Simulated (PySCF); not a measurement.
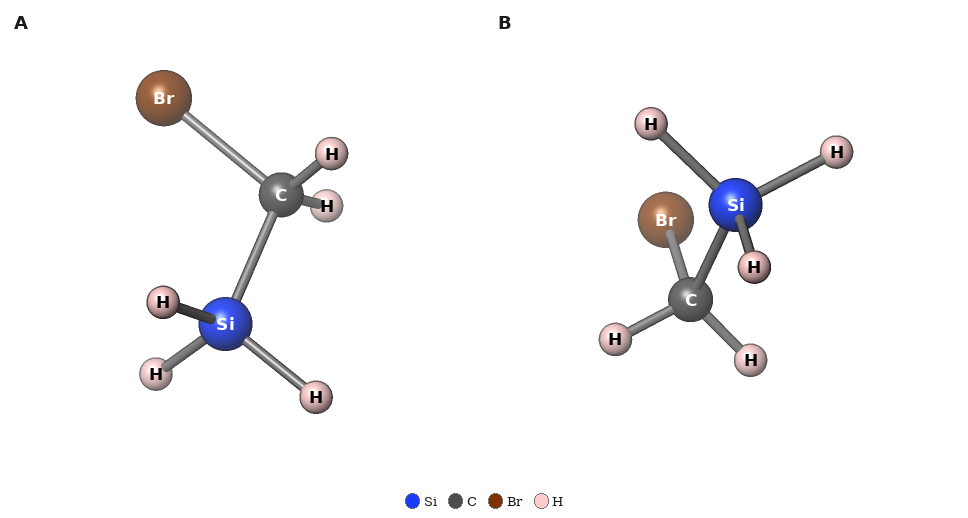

Atoms fade into the background with distance from the viewer. Computed geometry: PBE0-D3(BJ)/def2-TZVP optimisation. No frequency run is at hand to confirm it as a minimum.

**Can A be turned into B by a rotation alone?**

Yes. They are the same structure, CH5BrSi ([SiH3]CBr), seen from two directions. With point group Cs it is achiral, so its mirror image would be the same too.
